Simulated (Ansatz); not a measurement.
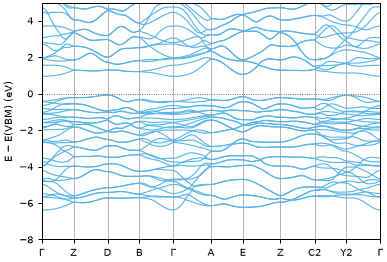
*Band structure from the program Ansatz at the r²SCAN level (PAW)*

The gap is 0.94 eV; an edge lies off the plotted path or next to a special point (maximum off the standard path, minimum at Γ).

### Question
Which of these materials gives this?
A. SbRuSe, P2_1/c (Sb on 4e, Ru on 4e, Se on 4e)
B. KLaGeS4, P2_1 (Pearson symbol mP14)
C. LaAs2, P2_1/c (La on 4e, As on 4e, As on 4e)
D. ZrS3, P2_1/m (Zr on 2e, S on 2e, S on 2e, S on 2e)

### Answer
A, SbRuSe, P2_1/c (Sb on 4e, Ru on 4e, Se on 4e)

The workflow started from a Materials Project entry (that database holds measured and hypothetical structures alike); the Crystallography Open Database copy checked does not list it. Its standing as an ambient phase is unchecked. The cell was relaxed with r²SCAN under the symmetry of its start; whether a distortion lowers the energy is not shown. The run is not spin-polarised. Spin–orbit coupling is left out wherever it is not named.

Potentials: the later of the program's two PAW sets.
